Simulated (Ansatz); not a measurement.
**Nudged elastic band, with input and output: CH10GeOSi2 (part 1 of 2)**

The run: nudged elastic band of CH10GeOSi2, SMILES O[SiH2][SiH2][CH2][GeH3]. Method and program: RHF/def2-SVP (Ansatz 0.2.0).

It belongs to a series of runs on one base structure; here: band between the two ends. Figures and captions count atoms from 1; the log counts them from 0 in places.

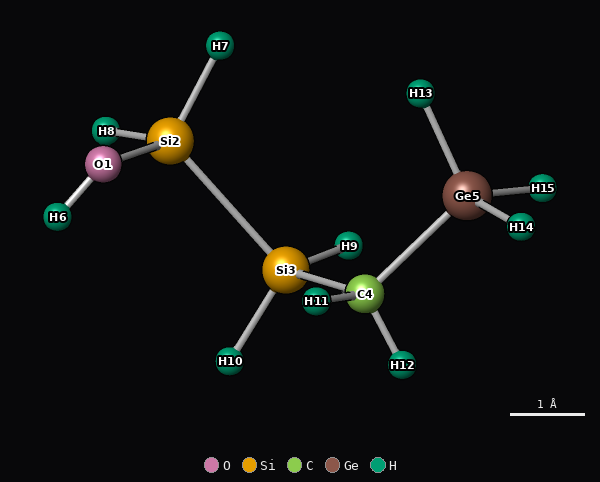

Figure 1. The input geometry (ball-and-stick view, seen at a tilt; atoms are numbered from 1 in the order of the input). Sticks mark near contacts.

### The input
```yaml
crystal:
  periodic: [false, false, false]
  atoms:
    - { symbol: O, position_ang: [-2.702503, -0.798691, 0.626482] }
    - { symbol: Si, position_ang: [-1.918777, -0.625392, -0.829712] }
    - { symbol: Si, position_ang: [0.393528, -1.094911, -0.577754] }
    - { symbol: C, position_ang: [1.182453, -0.055485, 0.796135] }
    - { symbol: Ge, position_ang: [1.470647, 1.860595, 0.444227] }
    - { symbol: H, position_ang: [-2.799375, -1.654879, 1.011627] }
    - { symbol: H, position_ang: [-2.147151, 0.768271, -1.262517] }
    - { symbol: H, position_ang: [-2.500421, -1.537371, -1.850094] }
    - { symbol: H, position_ang: [1.090867, -0.867616, -1.872421] }
    - { symbol: H, position_ang: [0.536561, -2.540113, -0.246577] }
    - { symbol: H, position_ang: [0.56196, -0.14209, 1.693157] }
    - { symbol: H, position_ang: [2.155534, -0.488952, 1.045228] }
    - { symbol: H, position_ang: [0.14189, 2.555703, 0.110197] }
    - { symbol: H, position_ang: [2.082833, 2.530446, 1.68367] }
    - { symbol: H, position_ang: [2.429953, 2.039885, -0.74265] }
basis:
  gaussian: { orbitals: def2-SVP }
hamiltonian:
  xc: hf
neb:
  order_check: false
  images: 9
  f_tol: 0.05
  max_iterations: 60
  initial_path: idpp
  final_atoms:
    - { symbol: O, position_ang: [-2.07786427, 0.66774519, -0.75660814] }
    - { symbol: Si, position_ang: [-1.80220764, -0.96689224, -0.63041641] }
    - { symbol: Si, position_ang: [0.54638741, -1.22001572, -0.66708026] }
    - { symbol: C, position_ang: [1.39555875, -0.24319266, 0.71325394] }
    - { symbol: Ge, position_ang: [1.09888358, 1.70623358, 0.81455148] }
    - { symbol: H, position_ang: [-2.94762222, 1.02205725, -0.66097196] }
    - { symbol: H, position_ang: [-2.45166341, -1.70386484, -1.7450809] }
    - { symbol: H, position_ang: [-2.3935208, -1.49350828, 0.62925911] }
    - { symbol: H, position_ang: [1.0454747, -0.76555552, -1.9911331] }
    - { symbol: H, position_ang: [0.87029141, -2.66667479, -0.53837445] }
    - { symbol: H, position_ang: [1.11030587, -0.67052063, 1.67904553] }
    - { symbol: H, position_ang: [2.47336414, -0.402221, 0.6130329] }
    - { symbol: H, position_ang: [-0.25086975, 2.01347978, 1.47227895] }
    - { symbol: H, position_ang: [2.21179018, 2.32683197, 1.67673604] }
    - { symbol: H, position_ang: [1.14969104, 2.34549791, -0.57949473] }
```

Machine: 2 threads of Intel Xeon (Granite Rapids), 16 GiB of memory available, shared host.

Launch command:
```bash
ansatz run input.yaml --threads 2 --pin off --max-ram 3072MiB --backend cpu --events-out ev --progress --plain --runs-dir out
```

### The program's output
```
Engine: ansatz 0.2.0, x86_64-unknown-linux-gnu
Functional definition: HF
  exchange = exact_x
  correlation = 0
1541 factors; integrals over basis functions are off by at most 3.7e-4 eV
mean field evaluation 1: about -75406.6478 eV, gradient 3.8e1 eV
mean field evaluation 2: about -75406.6834 eV, gradient 3.8e1 eV
mean field evaluation 4: about -75410.3888 eV, gradient 3.7e0 eV
mean field evaluation 8: about -75410.4439 eV, gradient 2.1e-1 eV
mean field -75410.44407510 eV, -2771.2827047251 hartree, gradient 1.3e-5 eV, S^2 0.000000; 0 other end points of the search recorded, 0 dependent functions left out
the calculation of the forces begins
reference -75410.44407510 eV, -2771.2827047251 hartree; 42, 42 occupied and 104, 104 virtual orbitals, 1541 factors
1541 factors; integrals over basis functions are off by at most 4.4e-4 eV
mean field evaluation 16: about -75410.4429 eV, gradient 3.7e0 eV
mean field -75410.49836939 eV, -2771.2847000034 hartree, gradient 1.1e-5 eV, S^2 0.000000; 0 other end points of the search recorded, 0 dependent functions left out
[... from here on the field's lines of each further geometry are left out, up to the last ...]
NEB iter   1: max|band force component| = 1.432e0 eV/Å  barrier→ = 0.1465 eV  barrier← = 0.2008 eV  Δτ_max = 0.2000 Å  (369 SCF iters)
NEB iter   2: max|band force component| = 6.909e-1 eV/Å  barrier→ = 0.0991 eV  barrier← = 0.1534 eV  Δτ_max = 0.1238 Å  (272 SCF iters)
NEB iter   3: max|band force component| = 2.974e-1 eV/Å  barrier→ = 0.0361 eV  barrier← = 0.0904 eV  CI = image 4  Δτ_max = 0.0525 Å  (273 SCF iters)
NEB iter   4: max|band force component| = 2.161e-1 eV/Å  barrier→ = 0.0262 eV  barrier← = 0.0805 eV  CI = image 3  Δτ_max = 0.1902 Å  (275 SCF iters)
NEB iter   5: max|band force component| = 2.678e-1 eV/Å  barrier→ = 0.0150 eV  barrier← = 0.0693 eV  CI = image 2  Δτ_max = 0.1013 Å  (276 SCF iters)
NEB iter   6: max|band force component| = 1.326e-1 eV/Å  barrier→ = 0.0145 eV  barrier← = 0.0687 eV  CI = image 2  Δτ_max = 0.1303 Å  (281 SCF iters)
NEB iter   7: max|band force component| = 2.197e-1 eV/Å  barrier→ = 0.0119 eV  barrier← = 0.0662 eV  CI = image 2  Δτ_max = 0.0657 Å  (278 SCF iters)
NEB iter   8: max|band force component| = 2.414e-1 eV/Å  barrier→ = 0.0088 eV  barrier← = 0.0631 eV  CI = image 2  Δτ_max = 0.0330 Å  (281 SCF iters)
NEB iter   9: max|band force component| = 2.032e-1 eV/Å  barrier→ = 0.0078 eV  barrier← = 0.0621 eV  CI = image 2  Δτ_max = 0.0328 Å  (282 SCF iters)
NEB iter  10: max|band force component| = 2.320e-1 eV/Å  barrier→ = 0.0069 eV  barrier← = 0.0612 eV  CI = image 2  Δτ_max = 0.0164 Å  (267 SCF iters)
NEB iter  11: max|band force component| = 9.571e-2 eV/Å  barrier→ = 0.0063 eV  barrier← = 0.0606 eV  CI = image 2  Δτ_max = 0.0329 Å  (271 SCF iters)
NEB iter  12: max|band force component| = 1.182e-1 eV/Å  barrier→ = 0.0059 eV  barrier← = 0.0602 eV  CI = image 2  Δτ_max = 0.0164 Å  (283 SCF iters)
NEB iter  13: max|band force component| = 8.549e-2 eV/Å  barrier→ = 0.0058 eV  barrier← = 0.0601 eV  CI = image 2  Δτ_max = 0.0164 Å  (242 SCF iters)
NEB iter  14: max|band force component| = 3.993e-2 eV/Å  barrier→ = 0.0056 eV  barrier← = 0.0599 eV  CI = image 2  Δτ_max = 0.0327 Å  (261 SCF iters)
NEB iter  15: max|band force component| = 1.795e-1 eV/Å  barrier→ = 0.0052 eV  barrier← = 0.0595 eV  CI = image 2  Δτ_max = 0.0656 Å  (31 SCF iters)
NEB iter  16: max|band force component| = 8.064e-2 eV/Å  barrier→ = 0.0050 eV  barrier← = 0.0593 eV  CI = image 2  Δτ_max = 0.0607 Å  (281 SCF iters)
NEB iter  17: max|band force component| = 8.999e-2 eV/Å  barrier→ = 0.0046 eV  barrier← = 0.0589 eV  CI = image 2  Δτ_max = 0.0304 Å  (271 SCF iters)
NEB iter  18: max|band force component| = 1.554e0 eV/Å  barrier→ = 0.0045 eV  barrier← = 0.0588 eV  CI = image 1  Δτ_max = 0.0152 Å  (266 SCF iters)
NEB iter  19: max|band force component| = 1.515e-1 eV/Å  barrier→ = 0.0048 eV  barrier← = 0.0591 eV  CI = image 2  Δτ_max = 0.0303 Å  (238 SCF iters)
NEB iter  20: max|band force component| = 1.428e-1 eV/Å  barrier→ = 0.0044 eV  barrier← = 0.0586 eV  CI = image 2  Δτ_max = 0.0303 Å  (266 SCF iters)
NEB iter  21: max|band force component| = 3.216e-2 eV/Å  barrier→ = 0.0043 eV  barrier← = 0.0585 eV  CI = image 2  Δτ_max = 0.0215 Å  (270 SCF iters)
NEB iter  22: max|band force component| = 1.061e-1 eV/Å  barrier→ = 0.0042 eV  barrier← = 0.0585 eV  CI = image 2  Δτ_max = 0.0592 Å  (31 SCF iters)
the calculation of the forces begins
reference -75410.49035323 eV, -2771.2844054148 hartree; 42, 42 occupied and 104, 104 virtual orbitals, 1541 factors
1541 factors; integrals over basis functions are off by at most 3.8e-4 eV
mean field -75410.43991468 eV, -2771.2825518326 hartree, gradient 7.5e-6 eV, S^2 0.000000; 1 other end points of the search recorded, 0 dependent functions left out
the calculation of the forces begins
reference -75410.43991468 eV, -2771.2825518326 hartree; 42, 42 occupied and 104, 104 virtual orbitals, 1541 factors
NEB iter  23: max|band force component| = 3.523e-2 eV/Å  barrier→ = 0.0042 eV  barrier← = 0.0585 eV  CI = image 2  Δτ_max = 0.0000 Å  (570 SCF iters)
```

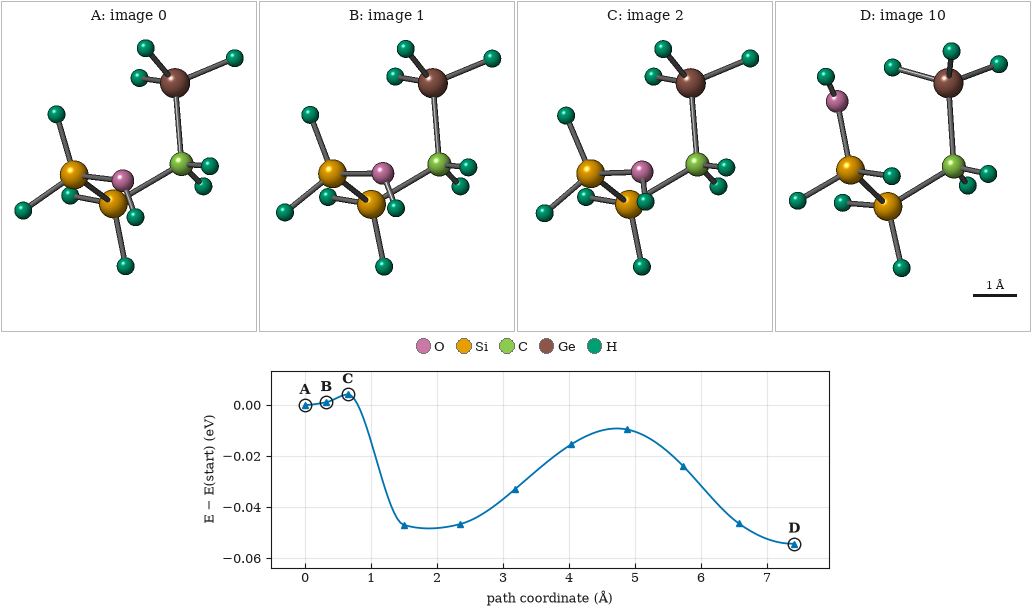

Figure 2. Images of the last band (counted from 0; ball-and-stick, seen at an oblique angle) above the energy along the path; the line is a cubic interpolation that uses the forces. The highest image is number 2, 0.004 eV above the start and 0.058 eV above the end (the climbing image); the end lies 0.054 eV below the start. The path is 7.42 Å long. The band converged in 23 iterations.

```
Total energy: -75410.43991468 eV, -2771.2825518326 hartree
Atom 0 at    -2.658904    -0.586124     0.488324 Å, force     0.008006     0.010815     0.003187 eV/Å
Atom 1 at    -1.838496    -0.552950    -0.958245 Å, force     0.003861     0.001133     0.000607 eV/Å
Atom 2 at     0.434513    -1.117410    -0.590840 Å, force    -0.002456    -0.001439    -0.001425 eV/Å
Atom 3 at     1.170296    -0.144778     0.858317 Å, force    -0.002408     0.000647     0.000385 eV/Å
Atom 4 at     1.469819     1.785206     0.609429 Å, force    -0.000212    -0.000599    -0.000030 eV/Å
Atom 5 at    -3.197442    -1.327184     0.712379 Å, force    -0.007603    -0.007478    -0.000869 eV/Å
Atom 6 at    -1.966909     0.806580    -1.528400 Å, force    -0.005309    -0.000659     0.002240 eV/Å
Atom 7 at    -2.459284    -1.515178    -1.907743 Å, force     0.002048    -0.001771    -0.003451 eV/Å
Atom 8 at     1.213911    -0.873912    -1.835062 Å, force    -0.000944     0.000212     0.000920 eV/Å
Atom 9 at     0.509677    -2.575488    -0.299410 Å, force     0.003254     0.000078     0.000230 eV/Å
Atom 10 at     0.510851    -0.272087     1.721971 Å, force     0.000154     0.000269    -0.000921 eV/Å
Atom 11 at     2.131343    -0.593137     1.126960 Å, force    -0.000174    -0.000149    -0.000219 eV/Å
Atom 12 at     0.150901     2.496954     0.272108 Å, force     0.000213     0.000300    -0.001289 eV/Å
Atom 13 at     2.044610     2.393800     1.897356 Å, force     0.000219    -0.000231    -0.000254 eV/Å
Atom 14 at     2.463113     2.025106    -0.538146 Å, force     0.001352    -0.001127     0.000889 eV/Å
Dipole moment:    -0.074565    -0.303215     0.072386 e Å
this run last wrote the band of iteration 23 to [file]; this run last wrote the band within `neb.f_tol` of iteration 21 to [file]
```

### The last band as extended XYZ (Å, eV, eV/Å)
```
15
Properties=species:S:1:pos:R:3:forces:R:3 image=0 energy=-75410.44408
O    -2.7025   -0.7987    0.6265   -0.0023  -0.0001   0.0043
Si   -1.9188   -0.6254   -0.8297   -0.0016  -0.0077   0.0056
Si    0.3935   -1.0949   -0.5778    0.0023   0.0060  -0.0047
C     1.1825   -0.0555    0.7961    0.0002  -0.0017   0.0042
Ge    1.4706    1.8606    0.4442   -0.0015   0.0010  -0.0068
H    -2.7994   -1.6549    1.0116    0.0023   0.0030  -0.0078
H    -2.1472    0.7683   -1.2625   -0.0020   0.0046  -0.0011
H    -2.5004   -1.5374   -1.8501    0.0013  -0.0003   0.0016
H     1.0909   -0.8676   -1.8724    0.0007  -0.0005   0.0015
H     0.5366   -2.5401   -0.2466   -0.0013  -0.0019   0.0013
H     0.5620   -0.1421    1.6932    0.0003  -0.0013  -0.0015
H     2.1555   -0.4890    1.0452   -0.0001  -0.0010   0.0003
H     0.1419    2.5557    0.1102    0.0048  -0.0007   0.0022
H     2.0828    2.5304    1.6837   -0.0023  -0.0003  -0.0032
H     2.4300    2.0399   -0.7427   -0.0009   0.0012   0.0043
```
